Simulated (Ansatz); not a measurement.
# Amorphous polyacrylonitrile (as short chains C14N4H18): a series in temperature

How do cells made at different temperatures differ in energy, pressure, forces, levels, charges and cost?

Computed with Ansatz 0.2.0: Kohn-Sham DFT, PBE+D3(BJ), PAW (set soft_2). Every run is a single point, with the atoms held where the recipe put them (cutoff of the plane-wave runs 420 eV, fixed occupations).

First member: 3 polyacrylonitrile chains of 4 units with methyl end groups placed at random, at 1.09 g/cm³; overlaps pushed apart, then 20 ps at 800 K with MMFF94 bonds, angles, torsions, charges and radii (Halgren, J. Comput. Chem. 17, 490 (1996)) in harmonic and 12-6 forms. Snapshot after 30 ps at 360 K and fixed volume.

Last member: 3 polyacrylonitrile chains of 4 units with methyl end groups placed at random, at 0.938 g/cm³; overlaps pushed apart, then 20 ps at 800 K with MMFF94 bonds, angles, torsions, charges and radii (Halgren, J. Comput. Chem. 17, 490 (1996)) in harmonic and 12-6 forms. Snapshot after 30 ps at 540 K and fixed volume.

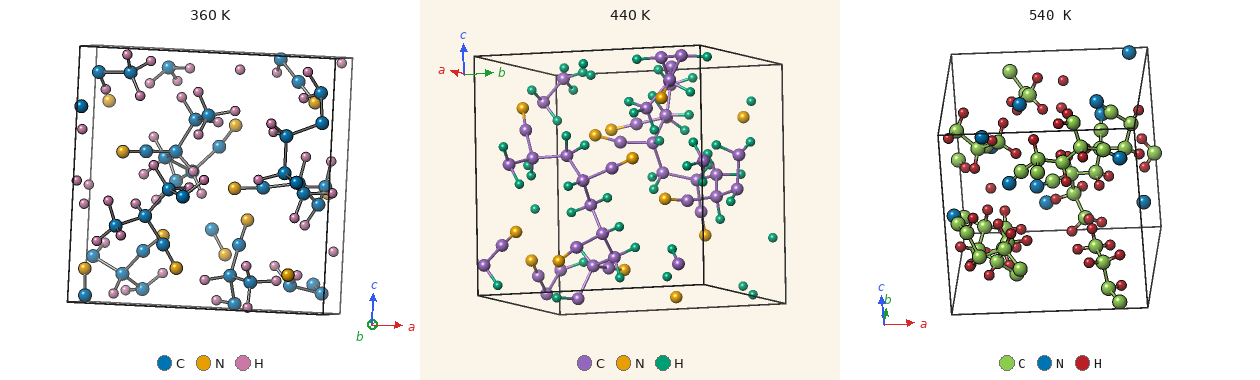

Three members of the series, labelled by temperature. Bonds to atoms that aren't drawn are left out. Some periodic images of atoms are drawn too.

The members:

| temperature (K) | reduced formula | atoms | valence electrons | k-mesh | basis | density (g/cm³) |
| --- | --- | --- | --- | --- | --- | --- |
| 360 | H9C7N2 | 108 | 282 | 1×1×1 | plane waves | 1.09 |
| 400 | H9C7N2 | 108 | 282 | 1×1×1 | plane waves | 1.06 |
| 440 | H9C7N2 | 108 | 282 | 1×1×1 | plane waves | 1.02 |
| 480 | H9C7N2 | 108 | 282 | 1×1×1 | plane waves | 0.988 |
| 540 | H9C7N2 | 108 | 282 | 1×1×1 | plane waves | 0.938 |

Each cell is one sample from a classical run, so sample-to-sample scatter enters every column; pressures lack the kinetic term, and hold the strain of bonds inside molecules, whose lengths the classical model set.

The input of the first member, without its atom lines; other members have their own cell and atoms, and may differ in mesh, basis and outputs:

```yaml
crystal:
  lattice:
    - [10.34621, 0.0, 0.0]
    - [0.0, 10.34621, 0.0]
    - [0.0, 0.0, 10.34621]
  atoms:
    [... 108 lines ...]
kpoints:
  mp_grid: { grid: [1, 1, 1] }
hamiltonian:
  xc: pbe
  dispersion: d3bj
scf:
  occupations: { method: fixed }
output:
  forces: true
  stress: true
  populations: true
  dos:
    method: { smearing: { sigma: 0.08 } }
    de: 0.1
    projected: { site_lists: { C: [C], H: [H], "N": ["N"] } }
  eigenvalues: true
  write_density: true
  write_potential: true
  volumetric_format: npy
```

Results; charges are mean Löwdin charges in e:

```csv
temperature (K),energy less the first member's (meV/atom),pressure (GPa),r.m.s. force (eV/Å),gap (eV),q(N),q(C),q(H)
360,0.0,1.12,0.972,5.70,-0.21,-0.11,+0.20
400,20.4,3.74,1.22,5.79,-0.21,-0.11,+0.20
440,10.5,1.45,1.07,5.84,-0.20,-0.12,+0.20
480,17.6,1.67,1.24,5.72,-0.20,-0.12,+0.20
540,19.4,1.67,1.11,5.79,-0.20,-0.12,+0.21
```

The gap is that between the highest filled and lowest empty Kohn-Sham level on the run's k-points, and semilocal functionals tend to put gaps under measured ones. The projection misses up to 0.034 e an atom, so the charges add up to more than the cell's charge. Löwdin charges hang on the projection basis and can even invert the polarity of covalent bonds.

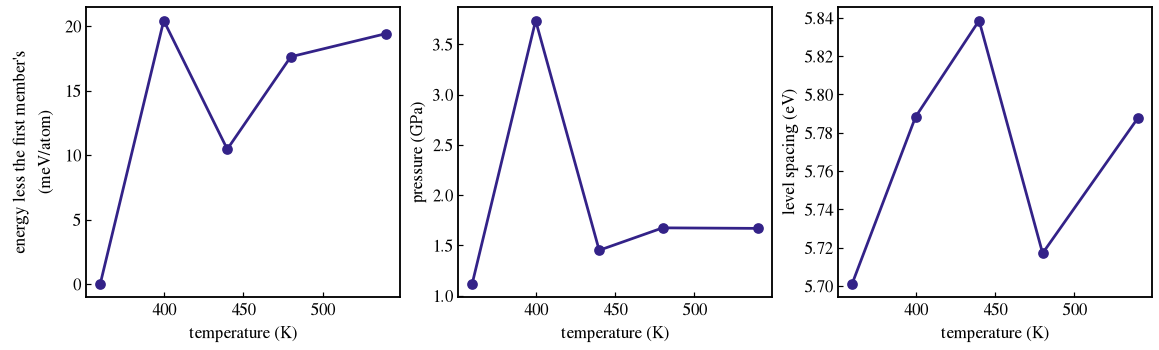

Results against temperature.

Cost on 8 threads of Arm Neoverse V2, shared host:

| temperature (K) | atoms | basis | k-mesh | SCF cycles | time | host memory (GiB) |
| --- | --- | --- | --- | --- | --- | --- |
| 360 | 108 | plane waves | 1×1×1 | 10 | 6.4 s | 1.2 |
| 400 | 108 | plane waves | 1×1×1 | 10 | 6 s | 1.2 |
| 440 | 108 | plane waves | 1×1×1 | 10 | 6 s | 1.2 |
| 480 | 108 | plane waves | 1×1×1 | 10 | 6.2 s | 1.2 |
| 540 | 108 | plane waves | 1×1×1 | 10 | 6.9 s | 1.3 |

Times include the outputs that each run asked for, on hosts shared with other jobs.

What the series shows: The energy against the first member is lowest at 360 K (0.0 meV/atom) and highest at 400 K (20.4 meV/atom), with no steady trend; each member is a single configuration. The gap is lowest at 360 K (5.7 eV) and highest at 440 K (5.84 eV), with no steady trend; in single samples it varies with the configuration. The density spans 0.938 to 1.09 g/cm³, so the columns mix its effect with that of the temperature. The pressure is lowest at 360 K (1.1 GPa) and highest at 400 K (3.7 GPa), with no steady trend; the recipes set unlike densities, and the bond lengths of the classical model enter the pressure too.

**Limits.** The network of contacts between molecules at the start is that of the classical potential that made the cell, and needn't be the one that DFT or experiment would give. The cells aren't relaxed by DFT, which could reorder their energies.

[Logs are printed without paths, hosts, clocks, repeated set-up lines and the standing remarks that a program may print on its own settings, such as how far it seeks lower states.]

[Hosts, paths, dates, database ids (printed as entryN), source tags and the programs' standing remarks are cut or masked in the printed files.]

[The MMFF94 radii named for the starting cell were scaled by 0.96; in molecules described by MMFF94, hydrogen bound to N, O or S took a small fixed 12-6 site in their place.]
